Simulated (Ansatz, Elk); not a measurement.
# Bonding as seen by X-rays: ScMo

Structure refinements treat a crystal as free atoms side by side. For a made-up structure of ScMo (cell and positions from a PBEsol relaxation) the runs below show what the calculated density changes in F(hkl).

Program: Elk 11.2.3 (patched build). Level of theory: DFT, PBE, all-electron APW+lo, Dirac cores, scalar-relativistic bands, static density, no spin. Results are calculated unless marked as measured.

The structure was built from a prototype and need not be the compound's stable phase.

### 1. Starting point

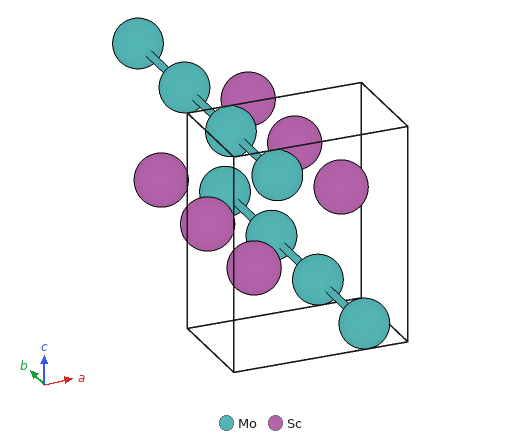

The starting structure, seen from a free direction (molybdenum teal, scandium purple). 1×3×1 cells are drawn. Some periodic images of atoms are drawn too.

Structure file:

```cif
data_structure
_symmetry_space_group_name_H-M 'P 1'
_symmetry_Int_Tables_number 1
_cell_length_a 4.5423
_cell_length_b 2.8129
_cell_length_c 5.6539
_cell_angle_alpha 90.000
_cell_angle_beta 90.000
_cell_angle_gamma 90.000
_cell_volume 72.24
loop_
_atom_site_label
_atom_site_type_symbol
_atom_site_fract_x
_atom_site_fract_y
_atom_site_fract_z
_atom_site_occupancy
Mo1 Mo 0.25000 0.00000 0.87965 1
Mo2 Mo 0.75000 0.00000 0.12035 1
Sc3 Sc 0.25000 0.50000 0.34752 1
Sc4 Sc 0.75000 0.50000 0.65248 1
```

### 2. Ground state and structure factors

An all-electron density is needed, since X-rays see the cores too. Task 0 finds the density and task 195 Fourier-transforms it; tshift is off so that phases refer to the origin typed.

Contents of elk.in:

```
tasks
  0
  195

xctype
  20

spinpol
  .false.

rgkmax
  7.0

gmaxvr
  14.0

lmaxo
  7

lmaxapw
  8

swidth
  0.002

tshift
  .false.

ramdisk
  .false.

hmaxvr
  5.5

maxscl
  120

epspot
  1e-06

sppath
  './'

avec
  8.58362926238 0.00000000000 0.00000000000
  0.00000000000 5.31552788047 0.00000000000
  0.00000000000 0.00000000000 10.68435534305

atoms
  2
  'Mo.in'
  2
  0.2500000000 0.0000000000 0.8796494087   0.000000 0.000000 0.000000
  0.7500000000 0.0000000000 0.1203505913   0.000000 0.000000 0.000000
  'Sc.in'
  2
  0.2500000000 0.5000000000 0.3475232055   0.000000 0.000000 0.000000
  0.7500000000 0.5000000000 0.6524767945   0.000000 0.000000 0.000000

ngridk
  5 8 4
```

Run with:

```bash
$ OMP_NUM_THREADS=4 elk
```

Numbers of over 12 decimals in the logs are rounded to 6 here.

What it wrote:

```text
┌─────────────────────────┐
│ Elk code version 11.2.3 │
└─────────────────────────┘

All units are atomic (Hartree, Bohr, etc.)

┌─────────────────────────────────────────────────┐
│ Ground-state run starting from atomic densities │
└─────────────────────────────────────────────────┘

Lattice vectors :
   8.583629262       0.000000000       0.000000000
   0.000000000       5.315527880       0.000000000
   0.000000000       0.000000000       10.68435534

Reciprocal lattice vectors :
  0.7319963520       0.000000000       0.000000000
   0.000000000       1.182043524       0.000000000
   0.000000000       0.000000000      0.5880734125

Unit cell volume      :    487.4899598
Brillouin zone volume :   0.5088314302

Muffin-tin inner radius fraction :   0.1000000000E-01

Nuclei treated as point charges

Species : 1 (Mo)
 parameters loaded from : Mo.in
 name : molybdenum
 nuclear charge    :   -42.00000000
 electronic charge :    42.00000000
 atomic mass :    174887.9214
 muffin-tin radius :    2.476674632
 number of radial points in muffin-tin :   1193
 inner part over the whole radius :   0.9904946401E-02
 number on inner part of muffin-tin    :    847
 approximate nuclear radius :   0.8334154960E-04
 number of mesh points to nuclear radius :    421
 atomic positions (lattice), magnetic fields (Cartesian) :
  1 :   0.25000000  0.00000000 -0.12035059    0.00000000  0.00000000  0.00000000
  2 :  -0.25000000  0.00000000  0.12035059    0.00000000  0.00000000  0.00000000

Species : 2 (Sc)
 parameters loaded from : Sc.in
 name : scandium
 nuclear charge    :   -21.00000000
 electronic charge :    21.00000000
 atomic mass :    81949.61073
 muffin-tin radius :    2.400000000
 number of radial points in muffin-tin :    993
 inner part over the whole radius :   0.9898716403E-02
 number on inner part of muffin-tin    :    698
 approximate nuclear radius :   0.6711386133E-04
 number of mesh points to nuclear radius :    323
 atomic positions (lattice), magnetic fields (Cartesian) :
  1 :   0.25000000  0.50000000  0.34752321    0.00000000  0.00000000  0.00000000
  2 :  -0.25000000  0.50000000 -0.34752321    0.00000000  0.00000000  0.00000000

Total number of atoms per unit cell :    4
Total muffin-tin volume :    243.0815040
 ratio of muffin-tin to unit cell volume :   0.4986389958

Spin treatment :
 spin-unpolarised

Number of Bravais lattice symmetries :    8
Number of crystal symmetries         :    8
Crystal has inversion symmetry
Real symmetric eigensolver will be used

k-point grid :      5     8     4
k-point offset :    0.000000000       0.000000000       0.000000000
k-point set is reduced with full crystal symmetry group
Total number of k-points :       45

Muffin-tin radius times maximum |G+k| :    7.000000000
 using average radius
Maximum |G+k| for APW functions       :    2.870808708
Maximum (1/2)|G+k|²                   :    4.120771320
Maximum |G| for potential and density :    14.00000000
Constant for pseudocharge density :    9
 order of it for each species :   16  16
 order of it for pair densities of each species (exact exchange by exxq0 0: 17) :   10   9
Radial integration step length :    1

G-vector grid sizes :     40    24    48
Number of G-vectors :    22627

Maximum angular momentum used for
 APW functions            :    8
 outer part of muffin-tin :    7
 inner part of muffin-tin :    2

Total nuclear charge    :   -126.0000000
Total core charge       :    76.00000000
Total valence charge    :    50.00000000
Total excess charge     :    0.000000000
Total electronic charge :    126.0000000

Effective Wigner radius, rₛ :   0.9738726597

Number of empty states         :     16
Total number of valence states :     42
Total number of core states    :     76

Third-order local-orbitals added for an l without core states : T
Total number of local-orbitals :     72

Exchange-correlation functional :     20     0     0
 Perdew-Burke-Ernzerhof, Phys. Rev. Lett. 77, 3865 (1996)
 gradient requirement :    1
[...]
Madelung                    :     -11613.696934641
 xc potential                :     -403.47161205850
 exchange                    :     -319.15696508551
 correlation                 :     -6.191094
 electron entropic           :    -0.13778603692960E-02
 total energy                :     -9628.3047786154

Density of states at Fermi energy :    105.6011236
 (states/Hartree/unit cell)

Estimated indirect band gap :   0.8341836917E-03
 from k-point 44 to k-point 41
Estimated direct band gap   :   0.5943256336E-02
 at k-point 33

Charges :
 core                        :    76.00000000
 valence                     :    50.00000000
 interstitial                :    7.907591944
 muffin-tins (core leakage)
  species : 1 (Mo)
   atom 1                    :    39.43564948     (  0.5562134611E-06)
   atom 2                    :    39.43564948     (  0.5562134611E-06)
  species : 2 (Sc)
[...]
total in muffin-tins        :    118.0924081
 total calculated charge     :    125.9997065
 total charge                :    126.0000000
 error                       :   0.2935075562E-03

RMS change in Kohn-Sham potential (target) :   0.3556559755     (  0.1000000000E-05)
Absolute change in total energy (target)   :   0.2343938359     (  0.1000000000E-03)

[... loops 3 to 15 left out ...]

┌──────────────────┐
│ Loop number : 16 │
└──────────────────┘

Energies :
 Fermi                       :     0.340771
 sum of occupied eigenvalues :     -5704.4394640981
 electron kinetic            :      9938.6362146076
 core electron kinetic       :      9634.1696771368
 Coulomb                     :     -19240.136369307
 Coulomb potential           :     -15218.670773347
 nuclear-nuclear             :     -1180.9622098319
 electron-nuclear            :     -20934.099675271
 Hartree                     :      2874.9255157955
 Madelung                    :     -11630.800982634
 xc potential                :     -424.40490535916
 exchange                    :     -319.89549754681
 correlation                 :     -6.188341
 electron entropic           :    -0.12172716064574E-02
 total energy                :     -9627.5852104813

Density of states at Fermi energy :    91.53736486
 (states/Hartree/unit cell)

Estimated indirect band gap :   0.1779442441E-02
 from k-point 23 to k-point 35
Estimated direct band gap   :   0.8173958588E-02
 at k-point 41

Charges :
 core                        :    76.00000000
 valence                     :    50.00000000
 interstitial                :    7.133036495
 muffin-tins (core leakage)
  species : 1 (Mo)
[...]
species : 2 (Sc)
[...]
total in muffin-tins        :    118.8669635
 total calculated charge     :    125.9997076
 total charge                :    126.0000000
 error                       :   0.2924023318E-03

RMS change in Kohn-Sham potential (target) :   0.3739432888E-06 (  0.1000000000E-05)
Absolute change in total energy (target)   :   0.2862085785E-04 (  0.1000000000E-03)

Convergence targets achieved

┌──────────────────┐
│ Loop number : 17 │
└──────────────────┘

Energies :
 Fermi                       :     0.340771
 sum of occupied eigenvalues :     -5704.4394552846
 electron kinetic            :      9938.6362281691
 core electron kinetic       :      9634.1696831809
 Coulomb                     :     -19240.136381646
 Coulomb potential           :     -15218.670749265
 nuclear-nuclear             :     -1180.9622098319
 electron-nuclear            :     -20934.099725166
 Hartree                     :      2874.9255533518
 Madelung                    :     -11630.801007014
 xc potential                :     -424.40493418891
 exchange                    :     -319.89549816183
 correlation                 :     -6.188341
 electron entropic           :    -0.12172713666469E-02
 total energy                :     -9627.5852098641

Density of states at Fermi energy :    91.53733229
 (states/Hartree/unit cell)

Estimated indirect band gap :   0.1779445702E-02
 from k-point 23 to k-point 35
Estimated direct band gap   :   0.8173955853E-02
 at k-point 41

Charges :
 core                        :    76.00000000
 valence                     :    50.00000000
 interstitial                :    7.133035540
 muffin-tins (core leakage)
  species : 1 (Mo)
[...]
atom 2                    :    40.15867977     (  0.4963180302E-06)
  species : 2 (Sc)
   atom 1                    :    19.27480246     ( -0.2162820145E-06)
   atom 2                    :    19.27480246     ( -0.2162820145E-06)
 total in muffin-tins        :    118.8669645
 total calculated charge     :    125.9997076
 total charge                :    126.0000000
 error                       :   0.2924023701E-03

┌──────────────────────────────┐
│ Self-consistent loop stopped │
└──────────────────────────────┘

Wrote STATE.OUT
```

Elapsed: 25 s, on 4 threads of Arm Neoverse V2, shared host; peak memory 0.17 GiB; 78 s of CPU time.

SFACRHO.OUT:

```text

h k l indices transformed by vhmat matrix:
   1.000000000       0.000000000       0.000000000    
   0.000000000       1.000000000       0.000000000    
   0.000000000       0.000000000       1.000000000    

      h      k      l  multipl.   |H|            Re(F)            Im(F)           |F|

      0      0      0      1   0.0000000       126.00000      0.72205513E-17   126.00000    
      0      0      1      2  0.58807341       35.390162      -0.0000000       35.390162    
     -1      0      0      2  0.73199635      0.62622711E-14  -0.0000000      0.62622711E-14
     -1      0      1      2  0.93896166      -21.998596      -0.0000000       21.998596    
     -1      0     -1      2  0.93896166       21.998596      -0.0000000       21.998596    
      0      0      2      2   1.1761468      -6.8206007      -0.0000000       6.8206007    
      0     -1      0      2   1.1820435       36.985285      0.10076511E-13   36.985285    
      0     -1      1      4   1.3202489       65.402809     -0.67652822E-14   65.402809    
      1      0     -2      2   1.3853303      -92.602912      -0.0000000       92.602912    
      1      0      2      2   1.3853303       92.602912      -0.0000000       92.602912    
      1      1      0      4   1.3903401      0.85314874E-14  -0.0000000      0.85314874E-14
     -2      0      0      2   1.4639927      -92.581449      0.88175282E-17   92.581449    
     -1      1     -1      4   1.5095946       66.583196      0.10147923E-13   66.583196    
     -1     -1      1      4   1.5095946      -66.583196      0.11839244E-13   66.583196    
     -2      0      1      2   1.5776898      -29.004418      -0.0000000       29.004418    
      2      0      1      2   1.5776898      -29.004418      -0.0000000       29.004418    
      0     -1      2      4   1.6674976       12.925300     -0.50739617E-14   12.925300    
      0      0     -3      2   1.7642202      -12.662515      -0.0000000       12.662515
```

Elk indexes on the primitive cell of elk.in and gives |H| = 4π sin θ/λ in inverse bohr. Below, one row stands for each form hkl of the conventional cell (m members, Friedel mates merged), F is for one primitive cell and the density is static (no thermal factor). Free-atom factors are Waasmaier and Kirfel's, and R is Σm||F|−|F'||/Σm|F|.

```
hkl  m  sin θ/λ (Å⁻¹)  abs F, DFT  neutral atoms   diff.
001  2          0.088      35.390         35.567  -0.177
100  2          0.110       0.000          0.000  +0.000
101  4          0.141      21.999         22.217  -0.218
002  2          0.177       6.821          6.689  +0.131
010  2          0.178      36.985         37.130  -0.145
011  4          0.199      65.403         65.842  -0.439
102  4          0.208      92.603         93.421  -0.818
110  4          0.209       0.000          0.000  +0.000
200  2          0.220      92.581         93.419  -0.837
111  8          0.227      66.583         67.155  -0.572
201  4          0.237      29.004         29.353  -0.349
012  4          0.251      12.925         12.861  +0.065
003  2          0.265      12.662         12.822  -0.160
112  8          0.274      34.092         34.413  -0.321
```

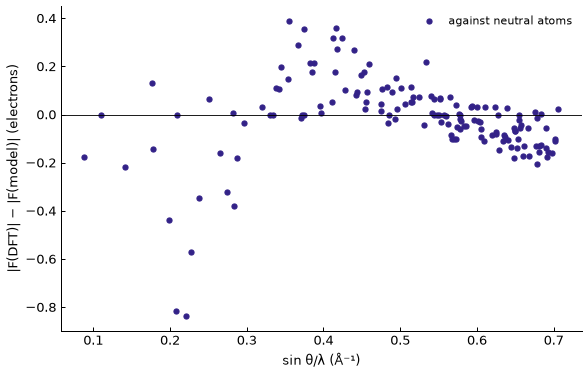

Difference between the calculated structure factors and the independent-atom ones.

### 3. The highest occupied states alone

An energy window below the Fermi level keeps the highest occupied states, to see at which angles they scatter; shallow core shells can lie inside it and anion s states outside. No new self-consistency is needed.

elk.in: that of step 2 with these lines changed.

```diff
@@ -1,3 +1,2 @@
 tasks
-  0
   195
@@ -40,2 +39,5 @@
 
+wsfac
+  -0.100220 0.640770
+
 sppath
```

Run with:

```bash
$ OMP_NUM_THREADS=4 elk
```

What it wrote:

```text
┌─────────────────────────────────┐
│ Elk code version 11.2.3 started │
└─────────────────────────────────┘

Info(readinput): the functional depends on the density's gradient
 muffin-tin radial points multiplied by    2.00000
 (not where nrmtscf is given)

┌────────────────────┐
│ Current task : 195 │
└────────────────────┘
Info(checkmt): changed muffin-tin radius of species 1 (Mo) from   2.6000 to   2.4767

Info(sfacrho): density structure factors written to SFACRHO.OUT

 Energy window :  -0.1002200000      0.6407700000

┌──────────────────┐
│ Elk code stopped │
└──────────────────┘
```

Wall time 6.4 s (4 threads); peak memory 0.16 GiB.

States within 12 eV below the Fermi level hold 18.00 electrons; any levels below the window count with the cores. Their amplitudes can exceed the total, where window and core parts have opposite phase:

```
hkl  sin θ/λ (Å⁻¹)  abs F, window  abs F, all
001          0.088          4.249      35.390
100          0.110          0.000       0.000
101          0.141          2.313      21.999
002          0.177          0.264       6.821
010          0.178          2.647      36.985
011          0.199          2.136      65.403
102          0.208          2.479      92.603
110          0.209          0.000       0.000
200          0.220          2.131      92.581
111          0.227          1.412      66.583
```

[end of part 1 of 2]

[Logs are printed without paths, hosts, clocks, repeated set-up lines and the standing remarks that a program may print on its own settings, such as how far it seeks lower states.]

[Hosts, paths, dates, database ids (printed as entryN), source tags and the programs' standing remarks are cut or masked in the printed files.]
